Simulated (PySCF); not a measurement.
# SH₂: shapes and spins compared, part 1 of 2

Aim: find the stationary points of SH₂ from bent and linear starts in the singlet and triplet states, tell minima from saddle points, and describe the lowest.

Program: PySCF 2.14.0. Level of theory: wB97X, basis S def2-TZVP, H def2-TZVP, no relativity, density fitting. These are calculated values, not measurements.

## (1) Where the work starts

3 atoms, charge 0, spin multiplicity 1.

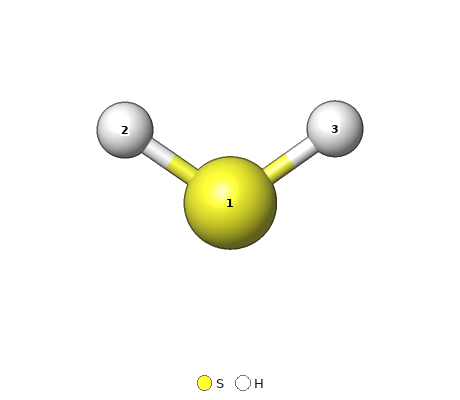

The starting geometry (sulfur yellow, hydrogen white); atoms are numbered from 1 in the order of the file.

Z-matrix (Å, degrees; charge 0 multiplicity 1):
```
S
H  1 1.3500
H  1 1.3500 2 110.00
```

## (2) Finding the electronic state

The steps below are one call of a driver around PySCF. For each, scf.py gives the equivalent set-up of the SCF; relaxations use the driver's own optimiser. The state is first sought with PBE0. After this first run the driver tries any further starts and a stability analysis.

The input, scf.py:

```python
from pyscf import gto, scf, dft
mol = gto.M(atom='''
S      0.000000     0.000000     0.000000
H      1.105900     0.000000     0.774300
H     -1.105900     0.000000     0.774300''',
    basis={'S': 'def2-TZVP', 'H': 'def2-TZVP'},
    charge=0, spin=0)
mf = dft.RKS(mol, xc='PBE0')
mf.grids.atom_grid = (50, 194)
aux = {'S': 'def2-universal-JKFIT', 'H': 'def2-universal-JKFIT'}
mf = mf.density_fit(auxbasis=aux)
mf.conv_tol = 1e-08
mf.diis_space = 10
mf.max_cycle = 60
mf.init_guess = 'minao'
mf.verbose = 4
mf.kernel()
```

On the command line:

```bash
$ OMP_NUM_THREADS=2 python axn.py task.json out
```

What it wrote:

```text
init E= -399.157318982087
  HOMO = -0.299384246657311  LUMO = -0.0167671654547306  gap/eV = 7.69040
cycle= 1 E= -399.240997411249  delta_E= -0.0837  |g|= 0.183  |ddm|= 1.07
  HOMO = -0.242744236908976  LUMO = 0.0152994239198883  gap/eV = 7.02173
cycle= 2 E= -399.245184349047  delta_E= -0.00419  |g|= 0.167  |ddm|= 0.381
  HOMO = -0.274224023007559  LUMO = 0.0104181137907098  gap/eV = 7.74551
cycle= 3 E= -399.253119697733  delta_E= -0.00794  |g|= 0.0148  |ddm|= 0.174
  HOMO = -0.274410953168189  LUMO = 0.0116324798219338  gap/eV = 7.78364
cycle= 4 E= -399.25313450933  delta_E= -1.48e-05  |g|= 0.00117  |ddm|= 0.00539
  HOMO = -0.274565673078932  LUMO = 0.0116363550389487  gap/eV = 7.78795
cycle= 5 E= -399.253134803355  delta_E= -2.94e-07  |g|= 0.000456  |ddm|= 0.00118
  HOMO = -0.274516651076691  LUMO = 0.0116762316659624  gap/eV = 7.78771
cycle= 6 E= -399.25313485948  delta_E= -5.61e-08  |g|= 9.21e-05  |ddm|= 0.000363
  HOMO = -0.274535760408021  LUMO = 0.0116600323472511  gap/eV = 7.78778
cycle= 7 E= -399.25313486168  delta_E= -2.2e-09  |g|= 4.88e-06  |ddm|= 9.15e-05
  HOMO = -0.274534097174314  LUMO = 0.0116616788983457  gap/eV = 7.78778
Extra cycle  E= -399.253134861688  delta_E= -7.84e-12  |g|= 2.84e-06  |ddm|= 8.61e-06
converged SCF energy = -399.253134861688
```

This step, with its further starts and checks, took 2 s on 2 threads of AMD EPYC 7R43 (Zen 3), shared host.

Energies from each starting density:

```
                      start  energy (Eh)
    the minimal-basis guess  -399.253135
a thermally smeared density  -399.253135
      a smeared PBE density  -399.253135
```

The test of internal stability and the other starts found no lower closed-shell solution.

## (3) Bent start, singlet: relaxation

The program finds C2v symmetry in the start, which this walk keeps. Threshold on the gradient: 0.0003 Eh/bohr, with a further test on the energy change.

Changes to scf.py since step 2:

```diff
@@ -3,3 +3,3 @@
-S      0.000000     0.000000     0.000000
-H      1.105900     0.000000     0.774300
-H     -1.105900     0.000000     0.774300''',
+S      0.000000     0.000000    -0.045920
+H      1.105900     0.000000     0.728380
+H     -1.105900     0.000000     0.728380''',
@@ -8 +8 @@
-mf = dft.RKS(mol, xc='PBE0')
+mf = dft.RKS(mol, xc='WB97X')
@@ -15 +14,0 @@
-mf.init_guess = 'minao'
```

The optimiser's trace:

```
step  energy (Eh)  change (kJ/mol)  largest symmetric gradient (Eh/bohr)
   0  -399.391950             0.00                               0.02302
   1  -399.399686           -20.31                               0.01472
   2  -399.400091           -21.37                               0.00087
   3  -399.400097           -21.39                               0.00005
```

The walk took 1.2 s.

Positions (Å) and forces (eV/Å) along the way:

```
step 0
S    0.000   0.000  -0.046   0.000   0.000  -1.184
H    1.106   0.000   0.728  -0.923   0.000   0.592
H   -1.106   0.000   0.728   0.923   0.000   0.592
step 1
S    0.000   0.000  -0.157   0.000   0.000   0.757
H    0.978   0.000   0.784  -0.380   0.000  -0.379
H   -0.978   0.000   0.784   0.380   0.000  -0.379
step 2
S    0.000   0.000  -0.144   0.000   0.000   0.018
H    0.970   0.000   0.777  -0.045   0.000  -0.009
H   -0.970   0.000   0.777   0.045   0.000  -0.009
step 3
S    0.000   0.000  -0.146   0.000   0.000  -0.002
H    0.966   0.000   0.778   0.002   0.000   0.001
H   -0.966   0.000   0.778  -0.002   0.000   0.001
```

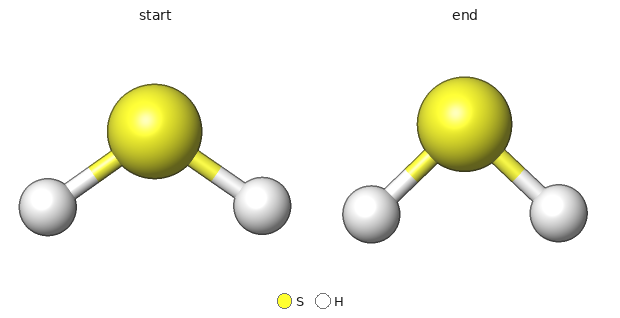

The geometry along the walk, at one scale.

After 3 steps and 21.4 kJ/mol it ends at C2v: S–H 1.337 Å (×2); H–S–H 92.6°.

## (4) Hessian and properties

On the finer grid the gradient is checked again; gradients at displacements of ±0.02 bohr then give force constants and infrared intensities.

Changes to scf.py since step 3:

```diff
@@ -3,3 +3,3 @@
-S      0.000000     0.000000    -0.045920
-H      1.105900     0.000000     0.728380
-H     -1.105900     0.000000     0.728380''',
+S     -0.000000     0.000000    -0.053813
+H      0.967250     0.000000     0.868524
+H     -0.967250     0.000000     0.868524''',
@@ -9 +9 @@
-mf.grids.atom_grid = (50, 194)
+mf.grids.atom_grid = (75, 302)
@@ -12 +12 @@
-mf.conv_tol = 1e-08
+mf.conv_tol = 1e-10
```

The driver hands on the density of the step before, so the log starts near convergence.

SCF at the final geometry:

```text
init E= -399.399993349197
  HOMO = -0.365711954421652  LUMO = 0.10540161381132  gap/eV = 12.81965
cycle= 1 E= -399.399993349197  delta_E= -2.84e-13  |g|= 1.52e-07  |ddm|= 6.76e-07
  HOMO = -0.365711919468012  LUMO = 0.105401633767439  gap/eV = 12.81965
Extra cycle  E= -399.399993349197  delta_E= 2.84e-13  |g|= 6.51e-08  |ddm|= 2.31e-07
converged SCF energy = -399.399993349197
```

The whole step took 6.8 s.

Geometry: C2v; S–H 1.337 Å (×2); H–S–H 92.7°.

Modes, for the most abundant isotopes:

```
symmetry  ω (cm⁻¹)  IR (km/mol)  μ (u)
      a1      1228          0.1   1.04
      a1      2776          0.0   1.04
      b2      2789          0.1   1.04
```

No imaginary mode, so this is a minimum.

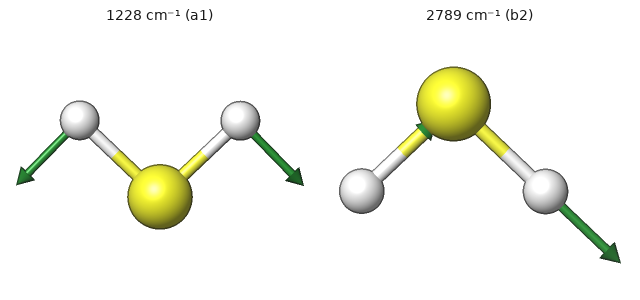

Displacements of 2 of the modes, as arrows (one member where a mode is degenerate).

Constants and moments:

| Item | Value |
| --- | --- |
| Dipole moment | 1.19 D |
| Highest occupied level | -9.95 eV |
| Lowest empty level | 2.87 eV |
| Rotational constants | 10.45, 8.939, 4.818 cm⁻¹ |
| Zero-point energy | 40.6 kJ/mol |
| Principal polarisabilities | 14.6, 19.2, 20.1 bohr³ |
| Atomisation energy without zero-point energy | 759 kJ/mol |
| Principal traceless quadrupole moments about the centre of mass | -3.82, 1.01, 2.81 D Å |
| Entropy at 298.15 K and 1 bar | 205.6 J/(mol K) |
| Heat capacity Cp at 298.15 K | 34.0 J/(mol K) |
| Enthalpy at 298.15 K above 0 K | 9.96 kJ/mol |
| Rotational symmetry number | 2 |

Populations by atom (charges in e):

```json
{"atom": "S1", "Mulliken": "-0.32", "Löwdin": "-0.05", "polar tensor": "-0.12", "Mayer order to S1": "–"}
{"atom": "H2,3", "Mulliken": "0.16", "Löwdin": "0.03", "polar tensor": "0.06", "Mayer order to S1": "0.97"}
```

Outer orbital energies (eV). occupied: -218.56, -163.11, -163.01, -162.83, -23.71, -15.02, -12.82, -9.95; empty: 2.87, 2.94, 7.33, 8.36.

Mulliken populations on S1: s 5.82, p 10.40, d 0.09, f 0.01.

## (5) Relaxing the triplet from the bent start

The program finds C2v symmetry in the start, which this walk keeps.

Changes to scf.py since step 4:

```diff
@@ -3,3 +3,3 @@
-S     -0.000000     0.000000    -0.053813
-H      0.967250     0.000000     0.868524
-H     -0.967250     0.000000     0.868524''',
+S      0.000000     0.000000    -0.045920
+H      1.105900     0.000000     0.728380
+H     -1.105900     0.000000     0.728380''',
@@ -7,3 +7,3 @@
-    charge=0, spin=0)
-mf = dft.RKS(mol, xc='WB97X')
-mf.grids.atom_grid = (75, 302)
+    charge=0, spin=2)
+mf = dft.UKS(mol, xc='WB97X')
+mf.grids.atom_grid = (50, 194)
@@ -12 +12 @@
-mf.conv_tol = 1e-10
+mf.conv_tol = 1e-08
```

The optimiser's trace:

```
step  energy (Eh)  change (kJ/mol)  largest symmetric gradient (Eh/bohr)
   0  -399.182750             0.00                               0.07061
   1  -399.216361           -88.25                               0.02891
   2  -399.231113          -126.98                               0.01776
   3  -399.232091          -129.54                               0.01545
   4  -399.234270          -135.27                               0.00265
   5  -399.234438          -135.71                               0.00084
   6  -399.234450          -135.74                               0.00008
   7  -399.234451          -135.74                               0.00000
```

The walk took 6 s.

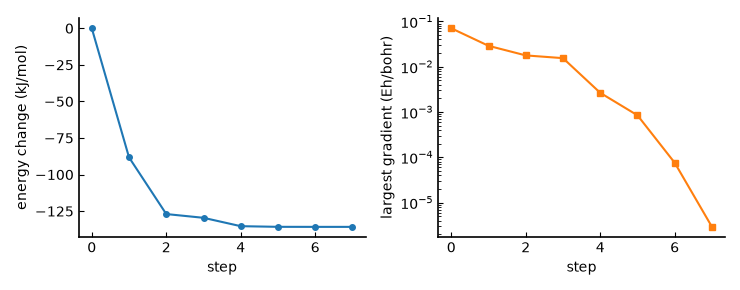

How energy and gradient fall.

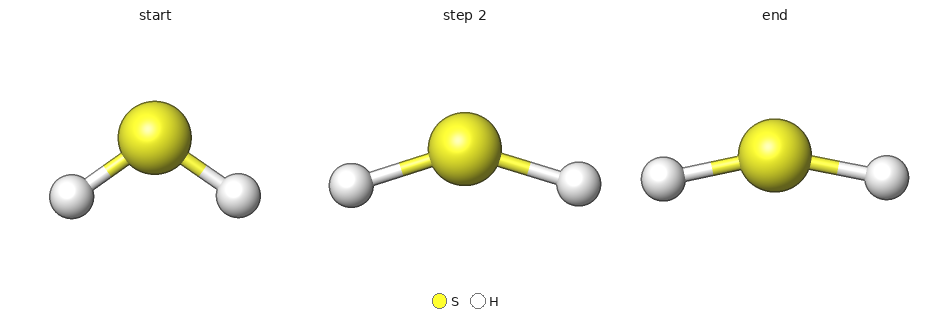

Start and end of the relaxation, with a step between.

End point (C2v, 7 steps, 135.7 kJ/mol gained): S–H 1.513 Å (×2); H–S–H 156.8°.

## (6) Hessian and properties

As before: finer grid, then central differences.

Changes to scf.py since step 5:

```diff
@@ -3,3 +3,3 @@
-S      0.000000     0.000000    -0.045920
-H      1.105900     0.000000     0.728380
-H     -1.105900     0.000000     0.728380''',
+S     -0.000000     0.000000    -0.018980
+H      1.481962     0.000000     0.286530
+H     -1.481962     0.000000     0.286530''',
@@ -9 +9 @@
-mf.grids.atom_grid = (50, 194)
+mf.grids.atom_grid = (75, 302)
@@ -12 +12 @@
-mf.conv_tol = 1e-08
+mf.conv_tol = 1e-10
```

SCF at the final geometry:

```text
init E= -399.234533283007
[... the frontier-level lines of each cycle are left out ...]
cycle= 1 E= -399.234533283008  delta_E= -2.27e-13  |g|= 1.05e-07  |ddm|= 3.84e-07
Extra cycle  E= -399.234533283007  delta_E= 4.55e-13  |g|= 5.11e-08  |ddm|= 2.05e-07
converged SCF energy = -399.234533283007  <S^2> = 2.01088  2S+1 = 3.0072446
```

The whole step took 11 s on 2 threads of AMD EPYC 7R43 (Zen 3), shared host.

Geometry: C2v; S–H 1.513 Å (×2); H–S–H 156.7°.

Harmonic modes (main isotopes):

```csv
symmetry,ω (cm⁻¹),IR (km/mol)
b2,531i,1532
a1,687,0.2
a1,1888,3.3
```

1 mode is imaginary, the largest at 531i cm⁻¹: a saddle point, not a minimum.

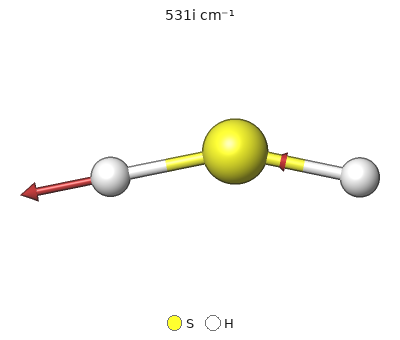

The imaginary mode, as arrows.

Properties at this point:

* Dipole moment: 0.20 D
* Highest occupied level: -7.91 eV
* Lowest empty level: -2.64 eV
* Rotational constants: 95.25, 3.808, 3.662 cm⁻¹
* Zero-point energy (real modes): 15.4 kJ/mol
* Principal polarisabilities: 13.1, 14.8, 46.5 bohr³
* Atomisation energy without zero-point energy: 325 kJ/mol
* Principal traceless quadrupole moments about the centre of mass: -1.95, 0.28, 1.67 D Å
* Spin squared ⟨S²⟩: 2.011

Populations by atom (charges in e):

```csv
atom,Mulliken,Löwdin,polar tensor,spin (Mulliken),Mayer order to S1
S1,-0.05,0.07,0.51,1.15,–
"H2,3",0.02,-0.04,-0.26,0.42,0.68
```

Mulliken populations on S1: s 5.86, p 10.03, d 0.15, f 0.01.

## (7) Following the imaginary mode

The atoms are moved a little along the softest imaginary mode and relaxed again.

The program finds Cs symmetry in the start, which this walk keeps. Threshold on the gradient: 0.0003 Eh/bohr, with a further test on the energy change.

Changes to scf.py since step 6:

```diff
@@ -3,3 +3,3 @@
-S     -0.000000     0.000000    -0.018980
-H      1.481962     0.000000     0.286530
-H     -1.481962     0.000000     0.286530''',
+S     -0.007409    -0.000000    -0.018118
+H      1.599490     0.000000     0.311621
+H     -1.364433    -0.000000     0.263163''',
@@ -9 +9 @@
-mf.grids.atom_grid = (75, 302)
+mf.grids.atom_grid = (50, 194)
@@ -12 +12 @@
-mf.conv_tol = 1e-10
+mf.conv_tol = 1e-08
```

Energy and gradient, step by step:

```
step  energy (Eh)  change (kJ/mol)  largest symmetric gradient (Eh/bohr)
   0  -399.234473             0.00                               0.01150
   1  -399.235062            -1.55                               0.00406
   2  -399.235242            -2.02                               0.00629
   3  -399.235575            -2.89                               0.01146
   4  -399.239235           -12.50                               0.03360
   5  -399.241338           -18.03                               0.03897
   6  -399.246127           -30.60                               0.02201
   7  -399.248299           -36.30                               0.00879
   8  -399.249178           -38.61                               0.00304
   9  -399.249399           -39.19                               0.00607
  10  -399.249652           -39.85                               0.00618
  11  -399.249882           -40.46                               0.00085
  12  -399.249932           -40.59                               0.00152
  13  -399.249973           -40.70                               0.00105
  14  -399.249993           -40.75                               0.00068
  15  -399.250000           -40.77                               0.00073
  16  -399.250010           -40.79                               0.00019
  17  -399.250010           -40.79                               0.00045
  18  -399.250011           -40.79                               0.00047
  19  -399.250023           -40.83                               0.00031
  20  -399.250025           -40.83                               0.00103
  21  -399.250038           -40.87                               0.00039
  22  -399.250054           -40.91                               0.00020
  23  -399.250065           -40.94                               0.00047
  24  -399.250067           -40.94                               0.00021
```

The walk took 23 s.

Positions (Å) and forces (eV/Å) along the way:

```
step 0
S   -0.007   0.000  -0.018   0.225   0.000  -0.230
H    1.599   0.000   0.312   0.366   0.000   0.088
H   -1.364   0.000   0.263  -0.591   0.000   0.142
step 1
S   -0.009   0.000  -0.028  -0.134   0.000  -0.087
H    1.623   0.000   0.317   0.209   0.000   0.054
H   -1.386   0.000   0.268  -0.075   0.000   0.033
step 12
S   -1.058   0.000  -0.314  -0.078   0.000   0.045
H    3.565   0.000   0.623   0.007   0.000   0.001
H   -2.279   0.000   0.248   0.071   0.000  -0.046
step 24
S   -1.368   0.000  -0.285   0.011   0.000  -0.006
H    4.230   0.000   0.690   0.000   0.000   0.000
H   -2.635   0.000   0.152  -0.011   0.000   0.006
```

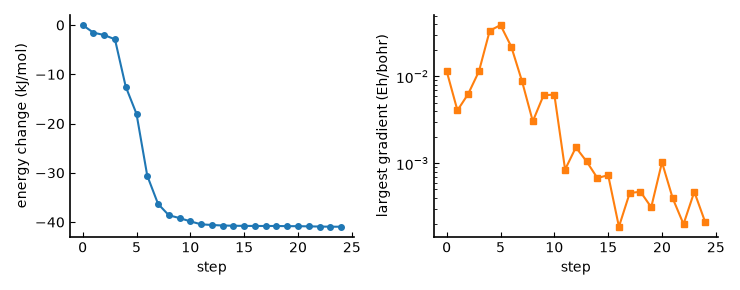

How energy and gradient fall.

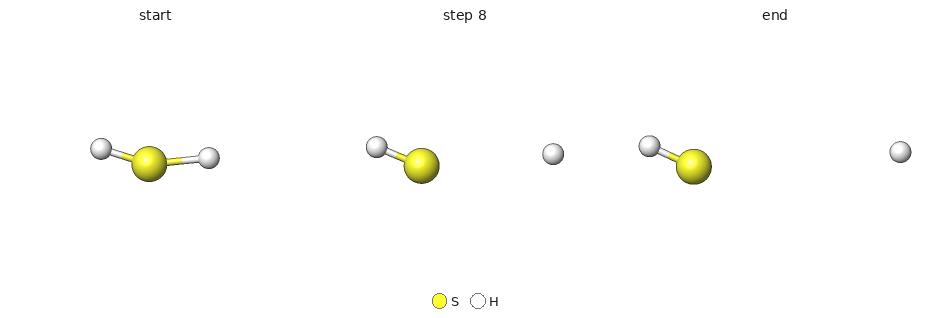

The geometry along the walk, at one scale.

After 24 steps and 40.9 kJ/mol it ends at Cs: S–H 1.340 Å. The molecule has come apart into SH + H.

## (8) Relaxing the singlet from the linear start

The program finds D∞h symmetry in the start, which this walk keeps.

Changes to scf.py since step 7:

```diff
@@ -3,3 +3,3 @@
-S     -0.007409    -0.000000    -0.018118
-H      1.599490     0.000000     0.311621
-H     -1.364433    -0.000000     0.263163''',
+S      0.000000     0.000000     0.000000
+H      0.000000     0.000000     1.350000
+H      0.000000     0.000000    -1.350000''',
@@ -7,2 +7,2 @@
-    charge=0, spin=2)
-mf = dft.UKS(mol, xc='WB97X')
+    charge=0, spin=0)
+mf = dft.RKS(mol, xc='WB97X')
```

The optimiser's trace:

```
step  energy (Eh)  change (kJ/mol)  largest symmetric gradient (Eh/bohr)
   0  -399.286392             0.00                               0.01955
   1  -399.287766            -3.61                               0.00129
   2  -399.287772            -3.62                               0.00013
   3  -399.287772            -3.62                               0.00000
```

The walk took 1.6 s.

Positions (Å) and forces (eV/Å) along the way:

```
step 0
S    0.000   0.000   0.000   0.000   0.000   0.000
H    0.000   0.000   1.350   0.000   0.000  -1.005
H    0.000   0.000  -1.350   0.000   0.000   1.005
step 1
S    0.000   0.000   0.000   0.000   0.000   0.000
H    0.000   0.000   1.316   0.000   0.000  -0.066
H    0.000   0.000  -1.316   0.000   0.000   0.066
step 2
S    0.000   0.000   0.000   0.000   0.000   0.000
H    0.000   0.000   1.314   0.000   0.000   0.007
H    0.000   0.000  -1.314   0.000   0.000  -0.007
step 3
S    0.000   0.000   0.000   0.000   0.000   0.000
H    0.000   0.000   1.314   0.000   0.000   0.000
H    0.000   0.000  -1.314   0.000   0.000   0.000
```

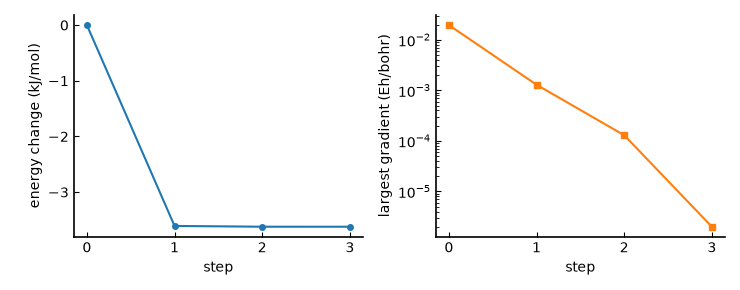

Energy and largest gradient along the walk.

After 3 steps and 3.6 kJ/mol it ends at D∞h: S–H 1.314 Å (×2); H–S–H 180.0°.

## (9) Frequencies

The same treatment as at the point before.

Changes to scf.py since step 8:

```diff
@@ -3,3 +3,3 @@
-S      0.000000     0.000000     0.000000
-H      0.000000     0.000000     1.350000
-H      0.000000     0.000000    -1.350000''',
+S     -0.000000     0.000000    -0.000000
+H     -0.000000     0.000000     1.313941
+H      0.000000    -0.000000    -1.313941''',
@@ -9 +9 @@
-mf.grids.atom_grid = (50, 194)
+mf.grids.atom_grid = (75, 302)
@@ -12 +12 @@
-mf.conv_tol = 1e-08
+mf.conv_tol = 1e-10
```

Log of the central SCF (cycles and frontier levels):

```text
init E= -399.287727117882
  HOMO = -0.362123085531909  LUMO = -0.0134747577633405  gap/eV = 9.48720
cycle= 1 E= -399.287727117881  delta_E= 1.25e-12  |g|= 2.03e-07  |ddm|= 4.29e-07
  HOMO = -0.362123142797919  LUMO = -0.0134747929280223  gap/eV = 9.48720
Extra cycle  E= -399.287727117882  delta_E= -1.42e-12  |g|= 1.06e-07  |ddm|= 2.32e-07
converged SCF energy = -399.287727117882
```

The whole step took 4.7 s.

Geometry: D∞h; S–H 1.314 Å (×2); H–S–H 180.0°.

Modes, for the most abundant isotopes:

```json
{"symmetry": "πu", "ω (cm⁻¹)": "1854i", "IR (km/mol)": "968", "μ (u)": "1.07"}
{"symmetry": "σg+", "ω (cm⁻¹)": "2867", "IR (km/mol)": "0.0", "μ (u)": "1.01"}
{"symmetry": "σu+", "ω (cm⁻¹)": "3009", "IR (km/mol)": "551", "μ (u)": "1.07"}
```

2 modes are imaginary, the largest at 1854i cm⁻¹: a saddle point, not a minimum.

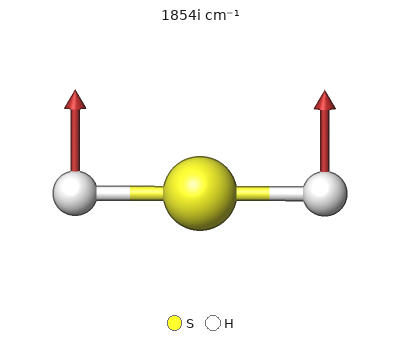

The imaginary mode, as arrows.

Properties at this point:

| Property | Result |
| --- | --- |
| Dipole moment | 0.00 D |
| Highest occupied level | -9.85 eV |
| Lowest empty level | -0.37 eV |
| Rotational constants | 4.844 cm⁻¹ |
| Zero-point energy (real modes) | 35.1 kJ/mol |
| Principal polarisabilities | 16.2, 16.2, 20.9 bohr³ |
| Atomisation energy without zero-point energy | 464 kJ/mol |
| Principal traceless quadrupole moments about the centre of mass | -4.25, -4.25, 8.50 D Å |

Populations by atom (charges in e):

```json
{"atom": "S1", "Mulliken": "-0.64", "Löwdin": "-0.20", "polar tensor": "-0.99", "Mayer order to S1": "–"}
{"atom": "H2,3", "Mulliken": "0.32", "Löwdin": "0.10", "polar tensor": "0.50", "Mayer order to S1": "0.86"}
```

Mulliken populations on S1: s 5.56, p 11.05, d 0.02, f 0.01.

(Continued in part 2 of 2.)
